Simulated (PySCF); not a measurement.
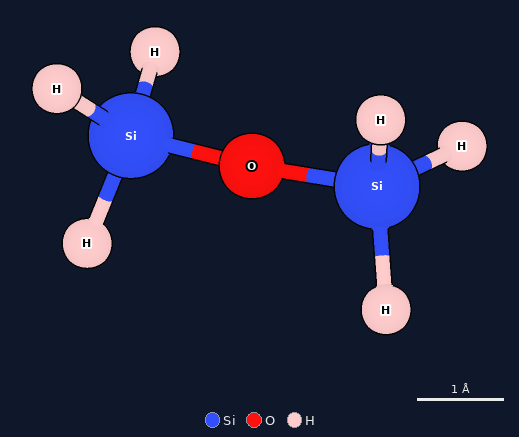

Si$_{2}$H$_{6}$O, before the relaxation. Style: ball-and-stick. Shown at a tilt.

The start comes from GFN2-xTB.

Method: PySCF 2.14.0, density-fitted response routines, PBE0-D3(BJ)/def2-SVP geometry optimisation, gas phase.

```xyz
9

Si    1.5946   -0.2722    0.1016
O     0.0074    0.0045   -0.0279
Si   -1.5860    0.2751   -0.0245
H     1.9398   -1.1956   -0.9772
H     2.2550    1.0242   -0.0369
H     1.8197   -0.8635    1.4196
H    -2.1614   -0.5606    1.0291
H    -2.0658   -0.0987   -1.3534
H    -1.7762    1.6989    0.2465
```

Where does the relaxation end?

Answer. O2 moves most after the best rigid fit: 0.45 Å. Largest moves by element: O 0.45 Å, H 0.42 Å, Si 0.05 Å. Near-neighbour distances that change, for instance: O2–Si3 1.616 → 1.656 Å, Si1–H6 1.462 → 1.495 Å, Si1–H4 1.461 → 1.490 Å. Among the angles between lasting bonds that change: Si1–O2–Si3 175.3° → 146.5°, O2–Si1–H5 106.5° → 110.2°, H4–Si1–H5 112.6° → 109.4°. The energy falls by 18.2 kJ/mol in 16 geometry steps. Largest force component: 0.58 eV/Å at the start, 0.0067 eV/Å at the end.

The structure at the end:

```xyz
9

Si    1.5636   -0.2830    0.0654
O     0.0078   -0.0876   -0.4685
Si   -1.5568    0.2733   -0.0622
H     2.3078   -1.1067   -0.9281
H     2.2313    1.0457    0.2071
H     1.5731   -0.9723    1.3924
H    -1.9452   -0.4476    1.1888
H    -2.4461   -0.1526   -1.1787
H    -1.7083    1.7428    0.1607
```

After the run, drawn alike:

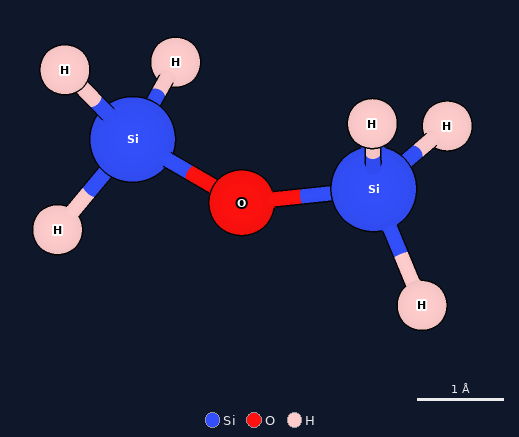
